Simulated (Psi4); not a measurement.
## Run report: P2H4 (charge +1), single-point calculation (part 1 of 2)

- system: P2H4, charge +1, multiplicity 2
- method: CCSD(T)/6-31G*, UHF (Psi4 1.11)

The geometry is that of the parent species in another charge or spin state. The geometry comes from this level: PBE0-D4/def2-TZVP.

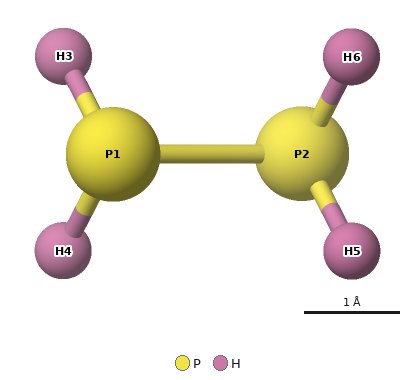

Figure 1. The structure as given in the input (ball-and-stick view, seen on its broad side; atoms are numbered from 1 in the order of the input). Bond lengths as drawn: H–P 1.42 Å and P–P 2.23 Å.

Input file (job.py)
```python
import psi4

psi4.set_memory('1600 MB')
psi4.set_num_threads(1)
psi4.set_output_file('run.log', False)

mol = psi4.geometry("""
1 2
P      0.365100    -1.048800    -0.082300
P     -0.365200     1.049100     0.078100
H     -0.497000    -1.521600     0.945000
H     -0.572100    -1.392900    -1.094900
H      0.502800     1.524600    -0.942900
H      0.566400     1.389600     1.097000
units angstrom
symmetry c1
""")

psi4.set_options({
    'basis': '6-31G*',
    'reference': 'uhf',
    'puream': True,
    'scf_type': 'df',
    'num_frozen_docc': 10,
    'df_basis_scf': 'cc-pvqz-jkfit',
    'maxiter': 100,
})

e, wfn = psi4.energy("ccsd(t)", molecule=mol, return_wfn=True)
print(f'ccsd(t) energy: {e:.10f} Eh')
for k, v in sorted(psi4.core.scalar_variables().items()):
    print(f'{k:45s} {v:18.10f}')
```

Run on 1 thread of Intel Xeon @ 2.50GHz (Skylake/Cascade Lake), 12 GiB of memory available, shared host.

Command:
```bash
python job.py
```

What the program printed
```
h
    h
    h

    -----------------------------------------------------------------------

    Memory:     1.5 GiB
    Threads:    1
                ecpint, einsums, f̶o̶r̶t̶e̶, gauxc, gcp, g̶d̶m̶a̶, geometric, g̶p̶u̶_̶d̶f̶c̶c̶,
                i̶n̶t̶e̶g̶r̶a̶t̶o̶r̶x̶x̶, i̶p̶i̶, libefp, m̶d̶i̶, m̶p̶2̶d̶, m̶r̶c̶c̶, ooo,
                o̶p̶e̶n̶f̶e̶r̶m̶i̶o̶n̶p̶s̶i̶4̶, pcmsolver, p̶s̶i̶4̶f̶o̶c̶k̶c̶i̶, p̶s̶i̶x̶a̶s̶,
                p̶y̶e̶i̶n̶s̶u̶m̶s̶, r̶e̶s̶p̶, s̶i̶m̶i̶n̶t̶, s̶n̶s̶m̶p̶2̶,
                v̶2̶r̶d̶m̶_̶c̶a̶s̶s̶c̶f̶

   => Loading Basis Set <=

    Name: 6-31G*
    Role: ORBITAL
    Keyword: BASIS

         ---------------------------------------------------------
                                   SCF
                              UHF Reference
                        1 Threads,   1525 MiB Core
         ---------------------------------------------------------

  ==> Geometry <==

    Molecular point group: c1
    Full point group: C1

    Geometry (in Angstrom), charge = 1, multiplicity = 2:

       Center              X                  Y                   Z               Mass
    ------------   -----------------  -----------------  -----------------  -----------------
         P            0.365145417507    -1.048936252521    -0.080392464712    30.973761998420
         P           -0.365154582493     1.048963747479     0.080007535288    30.973761998420
         H           -0.496954582493    -1.521736252521     0.946907535288     1.007825032230
         H           -0.572054582493    -1.393036252521    -1.092992464712     1.007825032230
         H            0.502845417507     1.524463747479    -0.940992464712     1.007825032230
         H            0.566445417507     1.389463747479     1.098907535288     1.007825032230

  Running in c1 symmetry.

  Rotational constants: A =      2.15258  B =      0.19476  C =      0.19342 [cm^-1]
  Rotational constants: A =  64532.86850  B =   5838.88252  C =   5798.62070 [MHz]
  Nuclear repulsion =   88.619053933149516

  Charge       = 1
  Multiplicity = 2
  Electrons    = 33
  Nalpha       = 17
  Nbeta        = 16

  ==> Algorithm <==

  SCF Algorithm Type is DF.
  DIIS enabled.
  MOM disabled.
  Fractional occupation disabled.
  Guess Type is SAD.
  Energy threshold   = 1.00e-08
  Density threshold  = 1.00e-08
  Integral threshold = 1.00e-12

  ==> Primary Basis <==

  Basis Set: 6-31G*
    Blend: 6-31G*
    Number of shells: 24
    Number of basis functions: 44
    Number of Cartesian functions: 46
    Spherical Harmonics?: true
    Max angular momentum: 2

   => Loading Basis Set <=

    Name: CC-PVQZ-JKFIT
    Role: JKFIT
    Keyword: DF_BASIS_SCF

  ==> Integral Setup <==

  DFHelper Memory: AOs need 0.010 GiB; user supplied 1.118 GiB.
  SCF_SUBTYPE=INCORE selected. In-core MEM_DF algorithm will be used.
  Using in-core AOs.

  ==> MemDFJK: Density-Fitted J/K Matrices <==

    J tasked:                   Yes
    K tasked:                   Yes
    wK tasked:                   No
    Memory [MiB]:              1144
    Algorithm:                 Core
    Schwarz Cutoff:           1E-12
    Mask sparsity (%):       0.1033
    Fitting Condition:        1E-10

   => Auxiliary Basis Set <=

  Basis Set: CC-PVQZ-JKFIT
    Blend: CC-PVQZ-JKFIT
    Number of shells: 132
    Number of basis functions: 500
    Number of Cartesian functions: 646
    Spherical Harmonics?: true
    Max angular momentum: 5

  Minimum eigenvalue in the overlap matrix is 6.1198245482E-03.
  Reciprocal condition number of the overlap matrix is 1.4904573908E-03.
    Using symmetric orthogonalization.

  ==> Pre-Iterations <==

  SCF Guess: Superposition of Atomic Densities via on-the-fly atomic UHF (no occupation information).

   -------------------------
    Irrep   Nso     Nmo
   -------------------------
     A         44      44
   -------------------------
    Total      44      44
   -------------------------

  ==> Iterations <==

                           Total Energy        Delta E     RMS |[F,P]|

   @DF-UHF iter SAD:  -683.27557705005245   -6.83276e+02   0.00000e+00
   @DF-UHF iter   1:  -683.38085488998172   -1.05278e-01   4.44507e-03 ADIIS/DIIS
   @DF-UHF iter   2:  -683.42682402823539   -4.59691e-02   1.48748e-03 ADIIS/DIIS
   @DF-UHF iter   3:  -683.43470321297457   -7.87918e-03   6.81544e-04 ADIIS/DIIS
   @DF-UHF iter   4:  -683.43712222238128   -2.41901e-03   4.17548e-04 ADIIS/DIIS
   @DF-UHF iter   5:  -683.43868155091707   -1.55933e-03   2.11010e-04 ADIIS/DIIS
   @DF-UHF iter   6:  -683.43913942382710   -4.57873e-04   5.55304e-05 DIIS
   @DF-UHF iter   7:  -683.43916281844690   -2.33946e-05   1.82421e-05 DIIS
   @DF-UHF iter   8:  -683.43916507876611   -2.26032e-06   7.11166e-06 DIIS
   @DF-UHF iter   9:  -683.43916546296305   -3.84197e-07   2.70063e-06 DIIS
   @DF-UHF iter  10:  -683.43916551026075   -4.72977e-08   8.07943e-07 DIIS
   @DF-UHF iter  11:  -683.43916551461302   -4.35227e-09   2.31196e-07 DIIS
   @DF-UHF iter  12:  -683.43916551488735   -2.74326e-10   6.07872e-08 DIIS
   @DF-UHF iter  13:  -683.43916551490599   -1.86446e-11   1.89506e-08 DIIS
   @DF-UHF iter  14:  -683.43916551490770   -1.70530e-12   5.23069e-09 DIIS
  Energy and wave function converged.

  ==> Post-Iterations <==

   @Spin Contamination Metric:   6.937984965E-02
   @S^2 Expected:                7.500000000E-01
   @S^2 Observed:                8.193798497E-01
   @S   Expected:                5.000000000E-01
   @S   Observed:                5.000000000E-01

    Orbital Energies [Eh]
    ---------------------

    Alpha Occupied:

       1A    -80.207127     2A    -80.207109     3A     -7.765212
       4A     -7.765065     5A     -5.665424     6A     -5.665129
       7A     -5.655791     8A     -5.655761     9A     -5.653990
      10A     -5.653885    11A     -1.169123    12A     -1.043445
      13A     -0.791717    14A     -0.735276    15A     -0.721987
      16A     -0.705860    17A     -0.642740

    Alpha Virtual:

      18A     -0.120658    19A     -0.073169    20A     -0.052131
      21A     -0.034060    22A      0.046921    23A      0.164369
      24A      0.212381    25A      0.216029    26A      0.255621
      27A      0.259058    28A      0.288325    29A      0.440117
      30A      0.455133    31A      0.521414    32A      0.592119
      33A      0.597593    34A      0.626156    35A      0.642220
      36A      0.663136    37A      0.682012    38A      0.789522
      39A      0.800360    40A      0.891464    41A      1.043705
      42A      1.184047    43A      1.190434    44A      1.239746

    Beta Occupied:

       1A    -80.202885     2A    -80.202867     3A     -7.759949
       4A     -7.759839     5A     -5.654387     6A     -5.654235
       7A     -5.653260     8A     -5.653248     9A     -5.644469
      10A     -5.644236    11A     -1.137453    12A     -0.999798
      13A     -0.784595    14A     -0.727208    15A     -0.702624
      16A     -0.635047

    Beta Virtual:

      17A     -0.272010    18A     -0.075319    19A     -0.056812
      20A     -0.043815    21A     -0.018113    22A      0.060879
      23A      0.183114    24A      0.216483    25A      0.238069
      26A      0.257277    27A      0.283862    28A      0.319676
      29A      0.441798    30A      0.471444    31A      0.560225
      32A      0.617394    33A      0.634880    34A      0.644955
      35A      0.650063    36A      0.687561    37A      0.693121
      38A      0.815027    39A      0.833197    40A      0.905737
      41A      1.052148    42A      1.191600    43A      1.208040
      44A      1.246300

    Final Occupation by Irrep:
              A
    DOCC [    16 ]
    SOCC [     1 ]
    NA   [    17 ]
    NB   [    16 ]

  @DF-UHF Final Energy:  -683.43916551490770

   => Energetics <=

    Nuclear Repulsion Energy =             88.6190539331495160
    One-Electron Energy =               -1113.5956980456492147
    Two-Electron Energy =                 341.5374785975920418
    Total Energy =                       -683.4391655149076996

  UHF NO Occupations:
  HONO-2 :   15  A 1.9989513
  HONO-1 :   16  A 1.9662638
  HONO-0 :   17  A 1.0000000
  LUNO+0 :   18  A 0.0337362
  LUNO+1 :   19  A 0.0010487
  LUNO+2 :   20  A 0.0002553
  LUNO+3 :   21  A 0.0000982

Computation Completed

Properties will be evaluated at   0.000000,   0.000000,   0.000000 [a0]

Properties computed using the SCF density matrix

 Multipole Moments:

 ------------------------------------------------------------------------------------
     Multipole            Electronic (a.u.)      Nuclear  (a.u.)        Total (a.u.)
 ------------------------------------------------------------------------------------

 L = 1.  Multiply by 2.5417464519 to convert [e a0] to [Debye]
 Dipole X            :         -0.0002654            0.0002725            0.0000071
 Dipole Y            :          0.0008232           -0.0008175            0.0000057
 Dipole Z            :         -0.0105458            0.0114446            0.0008987
 Magnitude           :                                                    0.0008988

 ------------------------------------------------------------------------------------

	total time  =          1 seconds =       0.02 minutes
 MINTS: Wrapper to libmints.

   Calculation information:
      Number of threads:                 1
      Number of atoms:                   6
      Number of AO shells:              24
      Number of SO shells:              24
      Number of primitives:             70
      Number of atomic orbitals:        46
      Number of basis functions:        44

      Number of irreps:                  1
      Integral cutoff                 1.00e-12
      Number of functions per irrep: [  44 ]

 OEINTS: Overlap, kinetic, potential, dipole, and quadrupole integrals
         stored in file 35.

      Computing two-electron integrals...done
      Computed 455517 non-zero two-electron integrals.
        Stored in file 33.

	Wfn Parameters:
	--------------------
	Wavefunction         = CCSD_T
	Number of irreps     = 1
	Number of MOs        = 44
	Number of active MOs = 34
	AO-Basis             = NONE
	Semicanonical        = false
	Reference            = UHF
	Print Level          = 1
```
